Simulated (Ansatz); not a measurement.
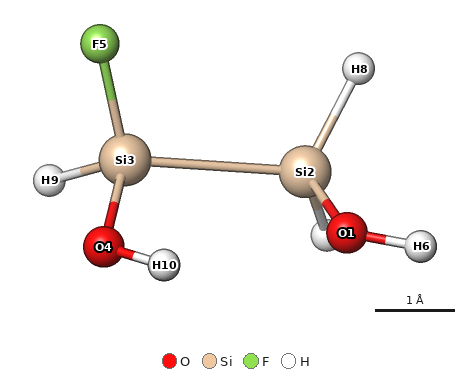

The input geometry of the first run (ball-and-stick view, seen at a tilt; atoms are numbered from 1 in the order of the input).

## Si2H5O2F: one change and its effect

System: Si2H5O2F, SMILES O[SiH2][SiH](O)F.
Method of the first run: RKS SPW92/def2-TZVPP (Ansatz 0.2.0).

The geometry comes from this level: PBE0-D4/def2-TZVP. Text and figures count atoms from 1; the logs count them from 0 in places.

### Input file, the first run
```yaml
crystal:
  periodic: [false, false, false]
  atoms:
    - {symbol: O, position_ang: [-1.518432, 0.514119, -0.738151]}
    - {symbol: Si, position_ang: [-0.930773, -0.209932, 0.639070]}
    - {symbol: Si, position_ang: [1.370069, -0.175319, 0.155021]}
    - {symbol: O, position_ang: [1.476225, 0.043802, -1.461825]}
    - {symbol: F, position_ang: [2.047571, 1.043341, 0.943211]}
    - {symbol: H, position_ang: [-2.461243, 0.668945, -0.811077]}
    - {symbol: H, position_ang: [-1.472472, -1.591403, 0.792945]}
    - {symbol: H, position_ang: [-1.315771, 0.554204, 1.858987]}
    - {symbol: H, position_ang: [2.167176, -1.374834, 0.495428]}
    - {symbol: H, position_ang: [0.720650, 0.475978, -1.870709]}
basis:
  gaussian: {orbitals: def2-TZVPP}
hamiltonian: {xc: lda}
output: {orbitals: {seedname: orbitals}}
```

Hardware: 4 CPU threads, shared host.

### Output (the first run)
```
Functional definition: SPW92
  exchange = slater_x
  correlation = pw_c
1329 factors; their error is unknown
mean field evaluation 1: about -22532.8899 eV, gradient 8.9e1 eV
mean field evaluation 2: about -22456.7549 eV, gradient 2.1e2 eV
mean field evaluation 4: about -22544.6521 eV, gradient 2.0e1 eV
mean field evaluation 8: about -22545.2585 eV, gradient 1.9e-1 eV
mean field evaluation 16: about -22545.2230 eV, gradient 1.0e-4 eV
mean field -22545.22301765 eV, -828.5216641977 hartree, gradient 3.9e-5 eV, S^2 0.000000; 0 other end points of the search recorded, 0 dependent functions left out
reference -22545.22305776 eV, -828.5216656715 hartree; 29, 29 occupied and 218, 218 virtual orbitals, 1329 factors
Total energy: -22545.22305776 eV, -828.5216656715 hartree
```

The second run used a changed input.

### The two runs side by side

```csv
quantity,the first run,the second run
outcome,converged,converged
total energy (hartree),−828.521666,−832.399384
HOMO (eV),−6.88,−10.38
LUMO (eV),−1.91,1.21
basis functions,247,247
wall time (shared host),0.95 s,4.3 s
```

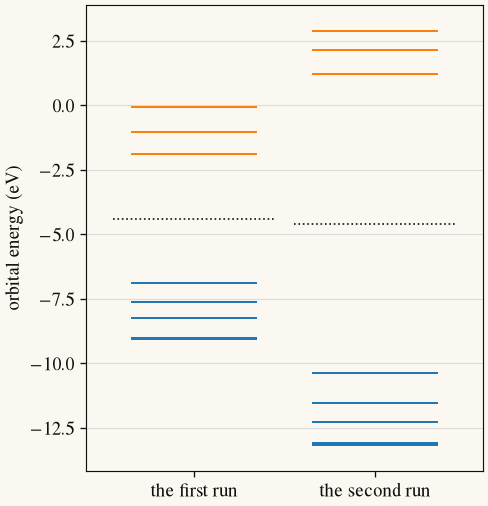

The five highest filled and three lowest empty orbital energies of the two runs; the dotted lines part filled from empty levels. The HOMO–LUMO gap is 4.97 eV in the first run and 11.58 eV in the second run.

What was changed in the input?

The change (lines with − go, lines with + come):
```diff
-hamiltonian: {xc: lda}
+hamiltonian: {xc: {name: wB97X-V}}
```

The total energies belong to different methods, so their difference says nothing on which is more stable or more accurate. The HOMO goes from −6.88 to −10.38 eV. The LUMO goes from −1.91 to 1.21 eV.

### Output (the second run)
```
Functional definition: wB97X-V
  parameter omega = 0.3/bohr
  parameter cx = 0.167
  parameter cx1 = 0.603
  parameter cx2 = 1.194
  parameter css0 = 0.556
  parameter css1 = -0.257
  parameter cos0 = 1.219
  parameter cos1 = -1.850
  parameter b = 6.0
  parameter c = 0.01
  exchange = spin_sum(e_x_unif_sr(omega)*poly(b97_u_x, 1 - cx, cx1, cx2)) + cx*exact_x_sr(omega) + exact_x_lr(omega)
  correlation = spin_sum(e_c_pw_same_spin*poly(b97_u_same, css0, css1))
      + integral(e_c_pw_opposite_spin*poly(b97_u_opposite, cos0, cos1)) + vv10(b, c)
1335 factors; their error is unknown
290 factors; integrals over basis functions are off by at most 9.1e-6 eV
mean field evaluation 1: about -22643.1868 eV, gradient 6.9e1 eV
mean field evaluation 2: about -22641.0858 eV, gradient 8.0e1 eV
mean field evaluation 4: about -22650.7076 eV, gradient 1.4e0 eV
mean field evaluation 8: about -22650.7411 eV, gradient 3.8e-2 eV
mean field evaluation 16: about -22650.7411 eV, gradient 3.4e-5 eV
mean field -22650.74114135 eV, -832.3993837207 hartree, gradient 3.4e-5 eV, S^2 0.000000; 0 other end points of the search recorded, 0 dependent functions left out
reference -22650.74113923 eV, -832.3993836428 hartree; 29, 29 occupied and 218, 218 virtual orbitals, 1335 factors
Total energy: -22650.74113923 eV, -832.3993836428 hartree
```
